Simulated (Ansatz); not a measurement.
Input file:

```
crystal:
  periodic: [false, false, false]
  atoms:
    - { symbol: Si, position_ang: [-0.791461, 0.424597, -0.738151] }
    - { symbol: C, position_ang: [1.282207, -0.754951, 1.362541] }
    - { symbol: O, position_ang: [-1.856844, 1.077556, -1.797115] }
    - { symbol: O, position_ang: [-0.454131, -1.068418, -1.315845] }
    - { symbol: O, position_ang: [0.547343, 1.340645, -0.542737] }
    - { symbol: H, position_ang: [0.385658, -0.213466, 1.670385] }
    - { symbol: F, position_ang: [-1.516133, 0.339552, 0.744245] }
    - { symbol: H, position_ang: [1.068534, -1.292901, 0.413642] }
    - { symbol: H, position_ang: [2.153029, -0.074165, 1.208483] }
    - { symbol: H, position_ang: [1.551563, -1.486669, 2.156861] }
    - { symbol: H, position_ang: [-2.231787, 1.951255, -1.572199] }
    - { symbol: H, position_ang: [-1.137596, -1.413649, -1.919226] }
    - { symbol: H, position_ang: [0.999718, 1.170714, 0.329116] }
basis:
  gaussian: { orbitals: def2-SVP }
hamiltonian:
  xc: lda
relax:
  f_tol: 0.03
  max_steps: 50
output:
  orbitals: {}
```

Run with:

```sh
ansatz run input.yaml --threads 4 --pin off --max-ram 5120MiB --backend cpu --events-out ev --progress --plain --runs-dir out
```

The fields are those of the run's last geometry, not of the input's.

Theory: RKS LDA/def2-SVP in Ansatz 0.2.0.

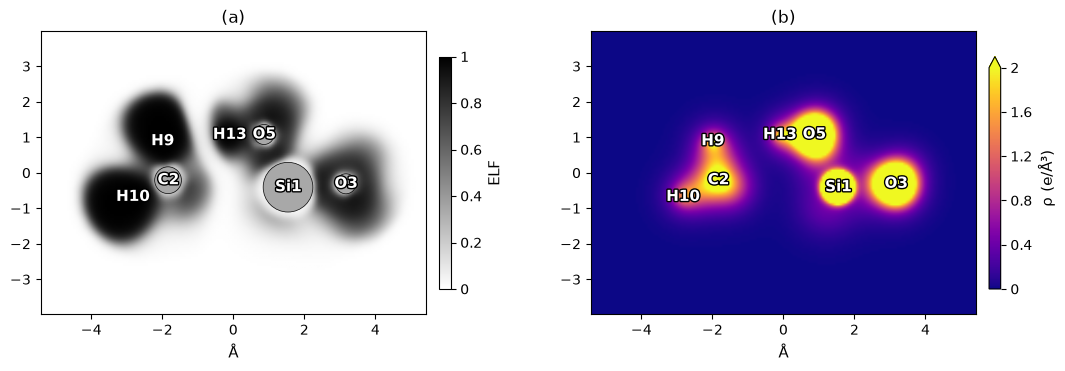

FH3O3Si···CH4. (a) electron localisation function; (b) total electron density on the plane of atoms O3, Si1 and O5. Grey discs cover the atomic cores in the ELF map.

Describe what can be read from this map.

Answer.
- The plane passes through Si, C, O and H nuclei.
- C2···H13 (2.15 Å): the density falls to about 0.13 e/Å³ on the way; the ELF dips to about 0.05 between them.
- Si–O (1.63 Å): ρ at the midpoint is about 1.2 e/Å³; the ELF peaks at about 0.85 between the atoms; a polar covalent bond.
- O–H (0.98 Å): ρ is about 3.5 e/Å³ halfway; the ELF climbs to about 1 towards the hydrogen, as it does in any bond to H; a covalent bond by its length.
- C–H (1.11 Å): ρ is about 1.8 e/Å³ halfway; the ELF climbs to about 1 towards the hydrogen; an ordinary covalent bond to hydrogen.
- The ELF also peaks beside O3 and O5, away from the bonds: lone-pair regions.
